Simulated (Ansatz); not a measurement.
# SiH3Br + HCl: a complex and its separated parts

The complex below is one end of an elementary step. How strongly is it bound against its free parts?

Program: Ansatz 0.2.0, Gaussian basis. Level of theory: PBE0-D4/def2-TZVP structures, single points in def2-TZVPP, no counterpoise correction. These are calculated values, not measurements.

Levels: SPW92, PBE-D4, BLYP-D4, r2SCAN-D4, B97M-V, PBE0-D4, B3LYP-D4, r2SCAN0-D4, BHLYP-D4, CAM-B3LYP-D4, wB97X-V, wB97M-V, B2PLYP, PBE-QIDH, RPA on PBE, Hartree-Fock, MP2, CCSD, CCSD(T).

Correlated methods freeze the cores. Filled d shells of the heavier atoms are correlated. B3LYP uses VWN-RPA correlation. B2PLYP carries no dispersion term here.

94 further runs of the same task are left out: 94 set aside as unsound or not needed.

## 1. The system as given

The complex: 7 atoms, charge 0, spin multiplicity 1.

Atoms are counted from 1 here; the program's logs count them from 0.

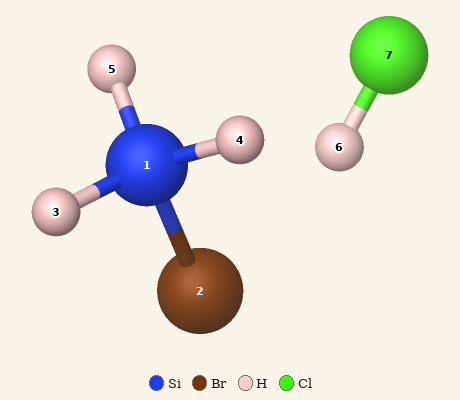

As it starts; silicon blue, bromine brown, hydrogen pink, chlorine green; atoms are numbered from 1 in the order of the file.

Geometry (Å):

```xyz
7
BrClH4Si
Si   -0.8654   -0.6251   -0.1523
Br    1.2453   -1.3218   -0.3878
H    -1.7415   -1.7789   -0.4519
H    -1.0373   -0.1710    1.2439
H    -1.0864    0.4781   -1.1110
H     1.8468    1.0970    0.2600
Cl    1.6384    2.3219    0.5991
```

Its parts: SiH3Br holds atoms 1, 2, 3, 4, 5; HCl holds atoms 6, 7. Each part counts its atoms afresh in its own runs.

## 2. Relaxing SiH3Br alone

relax-a/in.yaml

```yaml
crystal:
  periodic: [false, false, false]
  atoms:
    - {symbol: Si, position_ang: [-0.865370, -0.625122, -0.152283]}
    - {symbol: Br, position_ang: [1.245325, -1.321836, -0.387784]}
    - {symbol: H, position_ang: [-1.741515, -1.778941, -0.451935]}
    - {symbol: H, position_ang: [-1.037297, -0.171023, 1.243926]}
    - {symbol: H, position_ang: [-1.086391, 0.478132, -1.110962]}
basis:
  gaussian: {orbitals: def2-TZVP}
hamiltonian: {xc: pbe0, dispersion: d4}
relax: {f_tol: 0.005, max_steps: 200}
```

The run is started by

```bash
$ ansatz run in.yaml --threads 4 --pin off --events-out ev --progress --plain --max-ram 9574MiB
```

What it wrote (excerpt; [...] marks lines left out):

```text
Functional definition: PBE0
  name "PBE0"
  cite "Adamo & Barone, J. Chem. Phys. 110, 6158 (1999) doi:10.1063/1.478522"
  cite "Perdew, Burke & Ernzerhof, Phys. Rev. Lett. 77, 3865 (1996) doi:10.1103/PhysRevLett.77.3865"
  parent pbe
[...]
813 factors; their error is unknown
[...]
mean field -77962.56692963 eV, -2865.0714897381 hartree, gradient 1.1e-5 eV, S^2 0.000000; 0 other end points of the search recorded, 0 dependent functions left out
[...]
reference -77962.56695599 eV, -2865.0714907067 hartree; 26, 26 occupied and 77, 77 virtual orbitals, 813 factors
[...]
reference -77962.57030445 eV, -2865.0716137605 hartree; 26, 26 occupied and 77, 77 virtual orbitals, 813 factors
Total energy: -77962.63701266 eV, -2865.0740652421 hartree
Atom 0 at    -0.851657    -0.633329    -0.154703 Å, force     0.001389    -0.000679    -0.000211 eV/Å
Atom 1 at     1.246607    -1.317632    -0.386809 Å, force     0.001277    -0.000431    -0.000145 eV/Å
Atom 2 at    -1.749955    -1.772393    -0.449988 Å, force    -0.001604    -0.001841    -0.000476 eV/Å
Atom 3 at    -1.040802    -0.170876     1.238831 Å, force    -0.000489     0.000930     0.002395 eV/Å
Atom 4 at    -1.089441     0.475440    -1.106369 Å, force    -0.000573     0.002021    -0.001563 eV/Å
Dipole moment:    -0.255573     0.083358     0.028273 e Å
```

It took 4.2 s on 4 threads of Arm Neoverse V1, shared host.

Relaxation path:

```
step  energy from step 1 (eV)  largest force component (eV/Å)
   1                   0.0000                          0.3166
   2                  -0.0029                          0.0779
   3                  -0.0033                          0.0475
   4                  -0.0034                          0.0024
```

Distances of close pairs at the start and the end, largest changes first:

| bond | before (Å) | after (Å) | change (Å) |
| --- | --- | --- | --- |
| Si1–Br2 | 2.235 | 2.219 | -0.016 |
| Si1–H5 | 1.478 | 1.480 | +0.002 |
| Si1–H4 | 1.478 | 1.480 | +0.002 |
| Si1–H3 | 1.479 | 1.480 | +0.001 |

## 3. Relaxing HCl alone

relax-b/in.yaml

```yaml
crystal:
  periodic: [false, false, false]
  atoms:
    - {symbol: H, position_ang: [1.846770, 1.096950, 0.260003]}
    - {symbol: Cl, position_ang: [1.638378, 2.321940, 0.599136]}
basis:
  gaussian: {orbitals: def2-TZVP}
hamiltonian: {xc: pbe0, dispersion: d4}
relax: {f_tol: 0.005, max_steps: 200}
```

The run is started by

```bash
$ ansatz run in.yaml --threads 4 --pin off --events-out ev --progress --plain --max-ram 9574MiB
```

What it wrote (excerpt; [...] marks lines left out):

```text
[... 5 set-up lines as earlier in the session ...]
[...]
312 factors; their error is unknown
[...]
mean field -12535.31511324 eV, -460.6643336698 hartree, gradient 4.2e-5 eV, S^2 0.000000; 0 other end points of the search recorded, 0 dependent functions left out
[...]
reference -12535.31647375 eV, -460.6643836675 hartree; 9, 9 occupied and 34, 34 virtual orbitals, 312 factors
Total energy: -12535.32105161 eV, -460.6645519009 hartree
Atom 0 at     1.846024     1.101336     0.261217 Å, force     0.000289    -0.001700    -0.000471 eV/Å
Atom 1 at     1.639124     2.317554     0.597922 Å, force    -0.000289     0.001700     0.000471 eV/Å
Dipole moment:     0.042487    -0.249749    -0.069142 e Å
```

Wall time 0.5 s (4 threads of Arm Neoverse V1, shared host).

The steps of the relaxation:

```
step  energy from step 1 (eV)  largest force component (eV/Å)
   1                   0.0000                          0.2753
   2                  -0.0011                          0.1124
   3                  -0.0013                          0.0017
```

The bond:

```
  bond  before (Å)  after (Å)  change (Å)
H1–Cl2       1.288      1.279      -0.009
```

## 4. SPW92/def2-TZVPP

parta/in.yaml

```yaml
crystal:
  periodic: [false, false, false]
  atoms:
    - {symbol: Si, position_ang: [-0.851657, -0.633329, -0.154703]}
    - {symbol: Br, position_ang: [1.246607, -1.317632, -0.386809]}
    - {symbol: H, position_ang: [-1.749955, -1.772393, -0.449988]}
    - {symbol: H, position_ang: [-1.040802, -0.170876, 1.238831]}
    - {symbol: H, position_ang: [-1.089441, 0.475440, -1.106369]}
basis:
  gaussian: {orbitals: def2-TZVPP}
hamiltonian: {xc: lda}
```

partb/in.yaml

```yaml
crystal:
  periodic: [false, false, false]
  atoms:
    - {symbol: H, position_ang: [1.846024, 1.101336, 0.261217]}
    - {symbol: Cl, position_ang: [1.639124, 2.317554, 0.597922]}
basis:
  gaussian: {orbitals: def2-TZVPP}
hamiltonian: {xc: lda}
```

One command serves all of them, each in its own folder.

The run is started by

```bash
$ ansatz run in.yaml --threads 4 --pin off --events-out ev --progress --plain --max-ram 9574MiB
```

parta printed (excerpt; [...] marks lines left out):

```text
Functional definition: SPW92
  name "SPW92"
  cite "Dirac, Proc. Camb. Phil. Soc. 26, 376 (1930) doi:10.1017/S0305004100016108"
  cite "Slater, Phys. Rev. 81, 385 (1951) doi:10.1103/PhysRev.81.385"
  cite "Perdew & Wang, Phys. Rev. B 45, 13244 (1992) doi:10.1103/PhysRevB.45.13244"
[...]
841 factors; their error is unknown
[...]
mean field -77844.69264119 eV, -2860.7396895360 hartree, gradient 4.0e-5 eV, S^2 0.000000; 0 other end points of the search recorded, 0 dependent functions left out
reference -77844.69267322 eV, -2860.7396907129 hartree; 26, 26 occupied and 106, 106 virtual orbitals, 841 factors
Total energy: -77844.69267322 eV, -2860.7396907129 hartree
```

Log of partb (excerpt; [...] marks lines left out):

```text
[... 5 set-up lines as earlier in the session ...]
[...]
353 factors; their error is unknown
[...]
mean field -12498.56386223 eV, -459.3137501061 hartree, gradient 5.7e-5 eV, S^2 0.000000; 0 other end points of the search recorded, 0 dependent functions left out
reference -12498.56388164 eV, -459.3137508193 hartree; 9, 9 occupied and 47, 47 virtual orbitals, 353 factors
Total energy: -12498.56388164 eV, -459.3137508193 hartree
```

They took 0.4 s (parta), 0.15 s (partb) on 4 threads of Arm Neoverse V1, shared host.

## 5. PBE-D4/def2-TZVPP

Each input of step 4 (parta, partb) changes in the same lines:

```diff
-hamiltonian: {xc: lda}
+hamiltonian: {xc: pbe, dispersion: d4}
```

The same command starts each run, in its folder.

The run is started by

```bash
$ ansatz run in.yaml --threads 4 --pin off --events-out ev --progress --plain --max-ram 9574MiB
```

Log of parta (excerpt; [...] marks lines left out):

```text
Functional definition: PBE
  name "PBE"
[... 2 set-up lines as earlier in the session ...]
[...]
841 factors; their error is unknown
[...]
mean field -77959.23268739 eV, -2864.9489585957 hartree, gradient 2.5e-5 eV, S^2 0.000000; 0 other end points of the search recorded, 0 dependent functions left out
reference -77959.23272149 eV, -2864.9489598487 hartree; 26, 26 occupied and 106, 106 virtual orbitals, 841 factors
Total energy: -77959.31243594 eV, -2864.9518893009 hartree
```

Output in partb (excerpt; [...] marks lines left out):

```text
[... 4 set-up lines as earlier in the session ...]
[...]
353 factors; their error is unknown
[...]
mean field -12534.30961733 eV, -460.6273823769 hartree, gradient 8.1e-5 eV, S^2 0.000000; 0 other end points of the search recorded, 0 dependent functions left out
reference -12534.30963824 eV, -460.6273831452 hartree; 9, 9 occupied and 47, 47 virtual orbitals, 353 factors
Total energy: -12534.31529935 eV, -460.6275911871 hartree
```

Times: 0.6 s (parta), 0.15 s (partb) on 4 threads of Arm Neoverse V1, shared host.

## 6. BLYP-D4/def2-TZVPP

The same edit goes into each in.yaml of step 5 (parta, partb):

```diff
-hamiltonian: {xc: pbe, dispersion: d4}
+hamiltonian: {xc: {name: BLYP}, dispersion: d4}
```

The same command starts each run, in its folder.

The run is started by

```bash
$ ansatz run in.yaml --threads 4 --pin off --events-out ev --progress --plain --max-ram 9574MiB
```

parta printed (excerpt; [...] marks lines left out):

```text
Functional definition: BLYP
  name "BLYP"
  cite "Becke, Phys. Rev. A 38, 3098 (1988) doi:10.1103/PhysRevA.38.3098"
  cite "Lee, Yang & Parr, Phys. Rev. B 37, 785 (1988) doi:10.1103/PhysRevB.37.785"
[...]
841 factors; their error is unknown
[...]
mean field -77974.50797439 eV, -2865.5103150392 hartree, gradient 1.8e-5 eV, S^2 0.000000; 0 other end points of the search recorded, 0 dependent functions left out
reference -77974.50827011 eV, -2865.5103259066 hartree; 26, 26 occupied and 106, 106 virtual orbitals, 841 factors
Total energy: -77974.68390713 eV, -2865.5167804478 hartree
```

Log of partb (excerpt; [...] marks lines left out):

```text
[... 4 set-up lines as earlier in the session ...]
[...]
353 factors; their error is unknown
[...]
mean field -12539.38859254 eV, -460.8140312730 hartree, gradient 4.5e-5 eV, S^2 0.000000; 0 other end points of the search recorded, 0 dependent functions left out
reference -12539.38879686 eV, -460.8140387816 hartree; 9, 9 occupied and 47, 47 virtual orbitals, 353 factors
Total energy: -12539.40228588 eV, -460.8145344940 hartree
```

Times: 0.65 s (parta), 0.15 s (partb) on 4 threads of Arm Neoverse V1, shared host.

## 7. r2SCAN-D4/def2-TZVPP

The same edit goes into each in.yaml of step 6 (parta, partb):

```diff
-hamiltonian: {xc: {name: BLYP}, dispersion: d4}
+hamiltonian: {xc: r2scan, dispersion: d4}
```

One command serves all of them, each in its own folder.

The run is started by

```bash
$ ansatz run in.yaml --threads 4 --pin off --events-out ev --progress --plain --max-ram 9574MiB
```

Output in parta (excerpt; [...] marks lines left out):

```text
Functional definition: r2SCAN
  name "r2SCAN"
  cite "Furness, Kaplan, Ning, Perdew & Sun, J. Phys. Chem. Lett. 11, 8208 (2020) doi:10.1021/acs.jpclett.0c02405"
  cite "Furness, Kaplan, Ning, Perdew & Sun, J. Phys. Chem. Lett. 11, 9248 (2020) doi:10.1021/acs.jpclett.0c03077"
  parent r2scan
[...]
841 factors; their error is unknown
[...]
mean field -77972.91108137 eV, -2865.4516303031 hartree, gradient 3.1e-5 eV, S^2 0.000000; 0 other end points of the search recorded, 0 dependent functions left out
reference -77972.91109141 eV, -2865.4516306720 hartree; 26, 26 occupied and 106, 106 virtual orbitals, 841 factors
Total energy: -77972.92797760 eV, -2865.4522512280 hartree
```

Output in partb (excerpt; [...] marks lines left out):

```text
[... 5 set-up lines as earlier in the session ...]
[...]
353 factors; their error is unknown
[...]
mean field -12538.62224982 eV, -460.7858686974 hartree, gradient 3.1e-5 eV, S^2 0.000000; 0 other end points of the search recorded, 0 dependent functions left out
reference -12538.62225515 eV, -460.7858688933 hartree; 9, 9 occupied and 47, 47 virtual orbitals, 353 factors
Total energy: -12538.62352109 eV, -460.7859154156 hartree
```

Times: 1.5 s (parta), 0.45 s (partb) on 4 threads of Arm Neoverse V1, shared host.

## 8. B97M-V/def2-TZVPP

The same edit goes into each in.yaml of step 7 (parta, partb):

```diff
-hamiltonian: {xc: r2scan, dispersion: d4}
+hamiltonian: {xc: {name: B97M-V}}
```

Each run has its own folder and the same command.

The run is started by

```bash
$ ansatz run in.yaml --threads 4 --pin off --events-out ev --progress --plain --max-ram 9574MiB
```

Log of parta (excerpt; [...] marks lines left out):

```text
Functional definition: B97M-V
  name "B97M-V"
  cite "Mardirossian & Head-Gordon, J. Chem. Phys. 142, 074111 (2015) doi:10.1063/1.4907719"
  cite "Becke, J. Chem. Phys. 107, 8554 (1997) doi:10.1063/1.475007"
  cite "Vydrov & Van Voorhis, J. Chem. Phys. 133, 244103 (2010) doi:10.1063/1.3521275"
  # Of w^i u^j: cxij and so on, Table III.
[...]
  gx(w, u) = cx00 + cx01*u + cx02*u^2 + (cx10 + cx11*u)*w
[...]
  gos(w, u) = cos00 + cos01*u + cos03*u^3 + cos10*w + cos32*w^3*u^2
[...]
      + integral(e_c_pw_mod_opposite_spin*gos(b97_w_opposite, b97_u_opposite)) + vv10(b, c)
841 factors; their error is unknown
[...]
mean field -77959.46572370 eV, -2864.9575225224 hartree, gradient 3.8e-5 eV, S^2 0.000000; 0 other end points of the search recorded, 0 dependent functions left out
reference -77959.46577434 eV, -2864.9575243831 hartree; 26, 26 occupied and 106, 106 virtual orbitals, 841 factors
Total energy: -77959.46577434 eV, -2864.9575243831 hartree
```

Output in partb (excerpt; [...] marks lines left out):

```text
[... 5 set-up lines as earlier in the session ...]
  # Of w^i u^j: cxij and so on, Table III.
[...]
  gx(w, u) = cx00 + cx01*u + cx02*u^2 + (cx10 + cx11*u)*w
[...]
  gos(w, u) = cos00 + cos01*u + cos03*u^3 + cos10*w + cos32*w^3*u^2
[...]
      + integral(e_c_pw_mod_opposite_spin*gos(b97_w_opposite, b97_u_opposite)) + vv10(b, c)
353 factors; their error is unknown
[...]
mean field -12536.22649185 eV, -460.6978262160 hartree, gradient 1.2e-5 eV, S^2 0.000000; 0 other end points of the search recorded, 0 dependent functions left out
reference -12536.22651998 eV, -460.6978272496 hartree; 9, 9 occupied and 47, 47 virtual orbitals, 353 factors
Total energy: -12536.22651998 eV, -460.6978272496 hartree
```

They took 2.9 s (parta), 0.45 s (partb) on 4 threads of Arm Neoverse V1, shared host.

## 9. PBE0-D4/def2-TZVPP

The same edit goes into each in.yaml of step 8 (parta, partb):

```diff
-hamiltonian: {xc: {name: B97M-V}}
+hamiltonian: {xc: pbe0, dispersion: d4}
+output: {orbitals: {seedname: orbitals}}
```

One command serves all of them, each in its own folder.

The run is started by

```bash
$ ansatz run in.yaml --threads 4 --pin off --events-out ev --progress --plain --max-ram 9574MiB
```

parta printed (excerpt; [...] marks lines left out):

```text
[... 5 set-up lines as earlier in the session ...]
[...]
881 factors; their error is unknown
[...]
mean field -77962.58434940 eV, -2865.0721299026 hartree, gradient 2.9e-5 eV, S^2 0.000000; 0 other end points of the search recorded, 0 dependent functions left out
reference -77962.58437529 eV, -2865.0721308543 hartree; 26, 26 occupied and 106, 106 virtual orbitals, 881 factors
Total energy: -77962.65108350 eV, -2865.0745823359 hartree
```

Log of partb (excerpt; [...] marks lines left out):

```text
[... 5 set-up lines as earlier in the session ...]
[...]
384 factors; their error is unknown
[...]
mean field -12535.34597704 eV, -460.6654678937 hartree, gradient 3.7e-5 eV, S^2 0.000000; 0 other end points of the search recorded, 0 dependent functions left out
reference -12535.34599269 eV, -460.6654684686 hartree; 9, 9 occupied and 47, 47 virtual orbitals, 384 factors
Total energy: -12535.35057055 eV, -460.6656367020 hartree
```

Times: 0.9 s (parta), 0.15 s (partb) on 4 threads of Arm Neoverse V1, shared host.

## 10. B3LYP-D4/def2-TZVPP

The same edit goes into each in.yaml of step 9 (parta, partb):

```diff
-hamiltonian: {xc: pbe0, dispersion: d4}
-output: {orbitals: {seedname: orbitals}}
+hamiltonian: {xc: {name: B3LYP}, dispersion: d4}
```

Each run has its own folder and the same command.

The run is started by

```bash
$ ansatz run in.yaml --threads 4 --pin off --events-out ev --progress --plain --max-ram 9574MiB
```

Output in parta (excerpt; [...] marks lines left out):

```text
Functional definition: B3LYP
  name "B3LYP"
  cite "Stephens, Devlin, Chabalowski & Frisch, J. Phys. Chem. 98, 11623 (1994) doi:10.1021/j100096a001"
[... 2 set-up lines as earlier in the session ...]
  cite "Vosko, Wilk & Nusair, Can. J. Phys. 58, 1200 (1980) doi:10.1139/p80-159"
[...]
881 factors; their error is unknown
[...]
mean field -77975.58690412 eV, -2865.5499649752 hartree, gradient 2.2e-5 eV, S^2 0.000000; 0 other end points of the search recorded, 0 dependent functions left out
reference -77975.58712633 eV, -2865.5499731414 hartree; 26, 26 occupied and 106, 106 virtual orbitals, 881 factors
Total energy: -77975.71865294 eV, -2865.5548066550 hartree
```

partb printed (excerpt; [...] marks lines left out):

```text
[... 6 set-up lines as earlier in the session ...]
[...]
372 factors; their error is unknown
[...]
mean field -12539.99363019 eV, -460.8362659964 hartree, gradient 4.5e-5 eV, S^2 0.000000; 0 other end points of the search recorded, 0 dependent functions left out
reference -12539.99378224 eV, -460.8362715843 hartree; 9, 9 occupied and 47, 47 virtual orbitals, 372 factors
Total energy: -12540.00296877 eV, -460.8366091832 hartree
```

They took 0.9 s (parta), 0.2 s (partb) on 4 threads of Arm Neoverse V1, shared host.

## 11. r2SCAN0-D4/def2-TZVPP

The same edit goes into each in.yaml of step 10 (parta, partb):

```diff
-hamiltonian: {xc: {name: B3LYP}, dispersion: d4}
+hamiltonian: {xc: {name: r2SCAN0}, dispersion: d4}
```

The same command starts each run, in its folder.

The run is started by

```bash
$ ansatz run in.yaml --threads 4 --pin off --events-out ev --progress --plain --max-ram 9574MiB
```

Log of parta (excerpt; [...] marks lines left out):

```text
Functional definition: r2SCAN0
  name "r2SCAN0"
  cite "Bursch, Neugebauer, Ehlert & Grimme, J. Chem. Phys. 156, 134105 (2022) doi:10.1063/5.0086040"
[... 3 set-up lines as earlier in the session ...]
[...]
881 factors; their error is unknown
[...]
mean field -77972.82516468 eV, -2865.4484729229 hartree, gradient 7.5e-5 eV, S^2 0.000000; 0 other end points of the search recorded, 0 dependent functions left out
reference -77972.82517269 eV, -2865.4484732173 hartree; 26, 26 occupied and 106, 106 virtual orbitals, 881 factors
Total energy: -77972.84584726 eV, -2865.4492329936 hartree
```

Log of partb (excerpt; [...] marks lines left out):

```text
[... 6 set-up lines as earlier in the session ...]
[...]
384 factors; their error is unknown
[...]
mean field -12538.53748208 eV, -460.7827535406 hartree, gradient 4.5e-6 eV, S^2 0.000000; 0 other end points of the search recorded, 0 dependent functions left out
reference -12538.53748634 eV, -460.7827536969 hartree; 9, 9 occupied and 47, 47 virtual orbitals, 384 factors
Total energy: -12538.53893984 eV, -460.7828071123 hartree
```

Times: 1.7 s (parta), 0.45 s (partb) on 4 threads of Arm Neoverse V1, shared host.

## 12. BHLYP-D4/def2-TZVPP

The same edit goes into each in.yaml of step 11 (parta, partb):

```diff
-hamiltonian: {xc: {name: r2SCAN0}, dispersion: d4}
+hamiltonian: {xc: {name: BHLYP}, dispersion: d4}
```

The same command starts each run, in its folder.

The run is started by

```bash
$ ansatz run in.yaml --threads 4 --pin off --events-out ev --progress --plain --max-ram 9574MiB
```

Output in parta (excerpt; [...] marks lines left out):

```text
Functional definition: BHLYP
  name "BHLYP"
  cite "Becke, J. Chem. Phys. 98, 1372 (1993) doi:10.1063/1.464304"
[... 2 set-up lines as earlier in the session ...]
[...]
942 factors; their error is unknown
[...]
mean field -77973.92174696 eV, -2865.4887715782 hartree, gradient 2.0e-5 eV, S^2 0.000000; 0 other end points of the search recorded, 0 dependent functions left out
reference -77973.92189854 eV, -2865.4887771489 hartree; 26, 26 occupied and 106, 106 virtual orbitals, 942 factors
Total energy: -77974.03449967 eV, -2865.4929151640 hartree
```

Log of partb (excerpt; [...] marks lines left out):

```text
[... 5 set-up lines as earlier in the session ...]
[...]
403 factors; their error is unknown
[...]
mean field -12539.47116708 eV, -460.8170658315 hartree, gradient 2.7e-5 eV, S^2 0.000000; 0 other end points of the search recorded, 0 dependent functions left out
reference -12539.47127058 eV, -460.8170696349 hartree; 9, 9 occupied and 47, 47 virtual orbitals, 403 factors
Total energy: -12539.47731694 eV, -460.8172918344 hartree
```

Wall times: 0.9 s (parta), 0.2 s (partb) on 4 threads of Arm Neoverse V1, shared host.

(Part 1 of 2 ends here.)
